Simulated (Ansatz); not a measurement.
Three curves of one kind of scan: energy against volume (even scaling of the relaxed cell, symmetry kept). These are r2SCAN (plane waves to 500 eV, PAW, scalar-relativistic; Ansatz, an electronic-structure program) values and carry that method's errors. Each is measured from its own zero (the relaxed starting cell). 

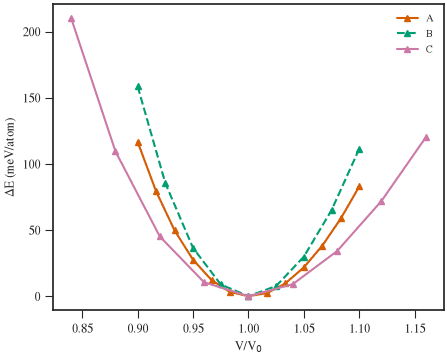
Curves A, B and C.

| V/V₀ | ΔE (meV/atom) |
|---|---|
| 0.840 | 210.2 |
| 0.920 | 45.1 |
| 1.000 | 0.0 |
| 1.080 | 34.1 |
| 1.160 | 120.0 |

Question: Which curve does this table belong to?

Answer: Curve C, which is Si (diamond). The others: A is Nb (bcc, W type); B is Mo (bcc, W type).

All were relaxed with their symmetry unable to fall. Mo is run without spin polarisation. Nb is run without spin polarisation.

(Under strain, the slope of the energy per volume gives the stress and its curvature an elastic modulus.)
